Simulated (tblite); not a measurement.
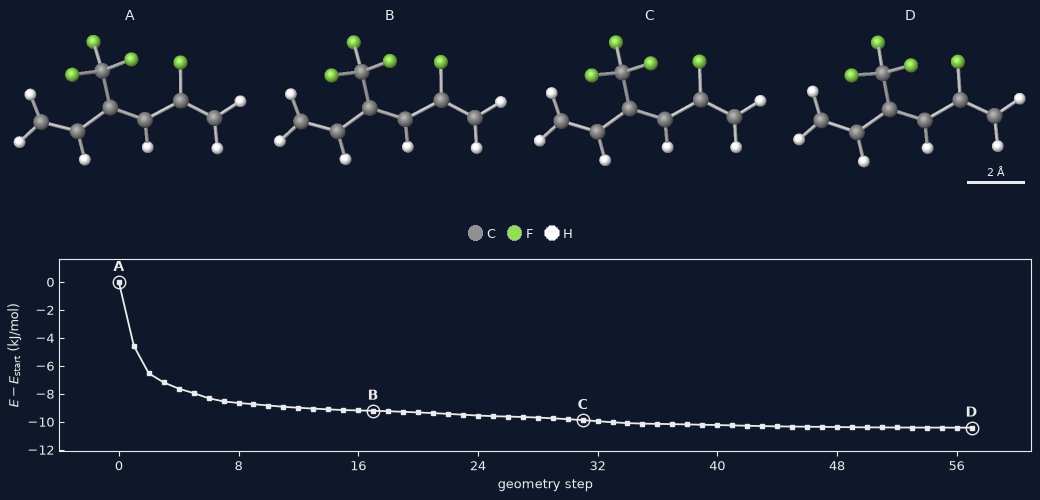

Frames of a relaxation of C7H6F4, marked on the history of the run. Style: ball-and-stick. Shown at a tilt.

Level of theory: GFN2-xTB geometry optimisation, gas phase in tblite 0.8.0. 

### What happens along the run?

The atom that moves furthest after the best rigid fit is an F atom (0.24 Å). Largest moves by element: F 0.24 Å, H 0.23 Å, C 0.09 Å. Among the contacts that change: C–C 1.482 → 1.455 Å, C–F 1.371 → 1.346 Å, C–H 1.093 → 1.075 Å, C–C 1.528 → 1.512 Å. Among the angles between lasting bonds that change: C–C–C 117.0° → 120.2°, C–C–C 124.7° → 121.8°, C–C–H 117.0° → 119.7°. After 57 geometry steps the energy has fallen by 10.4 kJ/mol. From step 0 to 17: an F atom moves most (0.08 Å), energy −9.21 kJ/mol. From step 17 to 31: an H atom moves most (0.11 Å), energy −0.67 kJ/mol. From step 31 to 57: H atoms move most (0.11 Å), energy −0.54 kJ/mol.

| step | E − E(0), kJ/mol |
| --- | --- |
| 0 | 0.00 |
| 1 | -4.56 |
| 2 | -6.53 |
| 3 | -7.18 |
| 4 | -7.62 |
| 5 | -7.94 |
| 6 | -8.31 |
| 7 | -8.54 |
| 8 | -8.65 |
| 9 | -8.73 |
| 10 | -8.83 |
| 12 | -8.99 |
| 15 | -9.15 |
| 17 | -9.21 |
| 20 | -9.32 |
| 22 | -9.43 |
| 25 | -9.59 |
| 27 | -9.65 |
| 30 | -9.81 |
| 32 | -9.95 |
| 35 | -10.12 |
| 37 | -10.16 |
| 40 | -10.23 |
| 42 | -10.28 |
| 45 | -10.33 |
| 47 | -10.36 |
| 50 | -10.39 |
| 52 | -10.40 |
| 55 | -10.41 |
| 57 | -10.41 |
